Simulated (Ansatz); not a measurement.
System HfAlO (space group P4/nmm, No. 129); source of the atomic positions: the input geometry of an electronic-structure calculation (not necessarily at equilibrium); the starting structure was generated, so it need not be a known form of this composition.

```
Hf Al O
1.0
     3.34538    0.00000    0.00000
     0.00000    3.34538    0.00000
     0.00000    0.00000    7.64121
Hf Al O
2 2 2
Direct
  0.50000 0.00000 0.68083
  0.00000 0.50000 0.31917
  0.00000 0.00000 0.00000
  0.50000 0.50000 0.00000
  0.50000 0.00000 0.39635
  0.00000 0.50000 0.60365
```

Describe how the polyhedra about Hf are linked (bonds: Hf–O below 2.7 Å).

Hf: HfO5 square pyramid, sharing edges with eight neighbours and corners with four neighbours.

They form layers of corner- and edge-sharing square pyramids parallel to (001).

Centre to centre across a shared edge: 3.35 to 3.64 Å; across a shared corner: 4.73 Å.

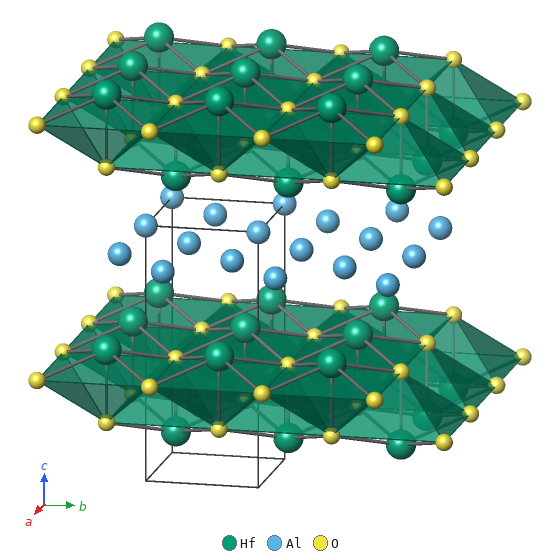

Polyhedra are drawn about Hf (bonds: Hf–O below 2.7 Å); other atoms are plain spheres.
